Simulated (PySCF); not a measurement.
```csv
atom,x (Å),y (Å),z (Å)
Bi,0.0000,0.0000,-0.1644
N,1.4988,-0.2446,1.2229
H,2.4695,-0.3758,0.9453
H,1.3794,-0.2109,2.2339
N,-1.4988,0.2446,1.2229
H,-2.4695,0.3758,0.9453
H,-1.3794,0.2109,2.2339
```

Core potentials replace the inner electrons of Bi.

Computed with RKS PBE0, Bi def2-SVP with ECP60, N def2-SVP, H def2-SVP; non-relativistic Hamiltonian with scalar-relativistic core potentials where named; density fitting (PySCF 2.14.0).

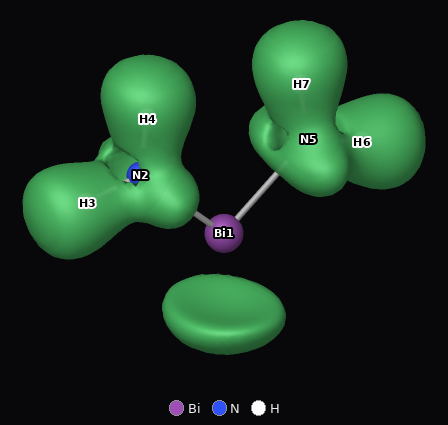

BiH$_{4}$N$_{2}$ (charge +1). Isosurface of the electron localisation function at 0.75 (green), seen at a tilt. Core shells and regions of very low density are left out.

Describe the localisation domains.

At this value the surface marks out one lobe on Bi, pointing away from the bonds (lone pairs) and two joined regions spread over several atoms (H, N), in which their bonds and any lone pairs are merged.

Values along the shortest contacts:
Bi–N (2.06 Å): the ELF peaks at about 0.85 in the valence shell of N, 0.6 Å from its nucleus, and drops to about 0.20 between the two atoms. N–H (1.02 Å): the ELF climbs to about 1 towards the hydrogen, as it does in any bond to H (an ordinary covalent bond to hydrogen).
